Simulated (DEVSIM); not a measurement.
Structure: Ru/SiO2/p-InP capacitor, at 250 K.

| layer (left to right) | material | thickness (nm) | Na (cm⁻³) |
|---|---|---|---|
| 1 | SiO2 | 13.0 | - |
| 2 | InP | 5300 | 1.4e16 |

Metal gate on the left, work function 4.7 eV. Fixed charge at the semiconductor interface 3.6e11 cm⁻² (in units of +e); interface traps 9.5e11 cm⁻² eV⁻¹, uniform in energy, neutral level at 0.5 of the gap above the valence band.

This is a model device: material constants are rounded textbook-type values typed into the input, and sizes, dopings and lifetimes were drawn at random. Values at 300 K; Nc and Nv go as T^1.5, mobilities as T to minus their exponent, the gap by Varshni's rule with the affinity fixed.

```tsv
parameter	SiO2	InP
gap (eV)	9	1.344
affinity (eV)	0.9	4.38
permittivity	3.9	12.5
Nc (cm⁻³)	-	5.7e17
Nv (cm⁻³)	-	1.1e19
Varshni α (eV/K)	-	0.000363
Varshni β (K)	-	162
```

DEVSIM, 1D Poisson equation in equilibrium, Boltzmann statistics, complete ionisation; no quantum confinement or tunnelling. Metal contacts follow the ideal Schottky-Mott rule: no Fermi-level pinning, no interface dipoles.

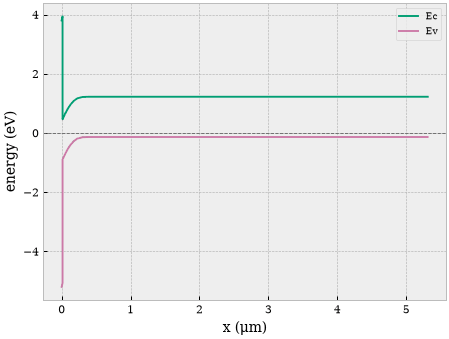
Fig. 1. Band edges at 0.0 V on the gate

Energies count from the Fermi level of the right contact; mesh points crowd at the junctions.

```tsv
x (μm)	Ec (eV)	Ev (eV)	n (cm⁻³)	p (cm⁻³)	field (V/cm)
0.000	3.800	-5.200	< 1e2	< 1e2	110000
0.001423	3.815	-5.185	< 1e2	< 1e2	110000
0.004429	3.847	-5.153	< 1e2	< 1e2	110000
0.009049	3.896	-5.104	< 1e2	< 1e2	110000
0.01233	3.931	-5.069	< 1e2	< 1e2	110000
0.01352	0.461	-0.899	2.2e8	< 1e2	55000
0.01577	0.473	-0.886	1.2e8	< 1e2	54000
0.02428	0.519	-0.841	1.5e7	< 1e2	53000
0.04086	0.603	-0.756	300000	4700	49000
0.08188	0.788	-0.572	< 1e2	2.5e7	41000
0.1752	1.081	-0.278	< 1e2	2.1e13	22000
0.5290	1.222	-0.138	< 1e2	1.4e16	≈ 0
1.218	1.222	-0.138	< 1e2	1.4e16	≈ 0
2.751	1.222	-0.138	< 1e2	1.4e16	≈ 0
4.504	1.222	-0.138	< 1e2	1.4e16	≈ 0
4.967	1.222	-0.138	< 1e2	1.4e16	≈ 0
5.170	1.222	-0.138	< 1e2	1.4e16	≈ 0
5.253	1.222	-0.138	< 1e2	1.4e16	≈ 0
5.295	1.222	-0.138	< 1e2	1.4e16	≈ 0
5.306	1.222	-0.138	< 1e2	1.4e16	≈ 0
5.311	1.222	-0.138	< 1e2	1.4e16	≈ 0
5.313	1.222	-0.138	< 1e2	1.4e16	≈ 0
```
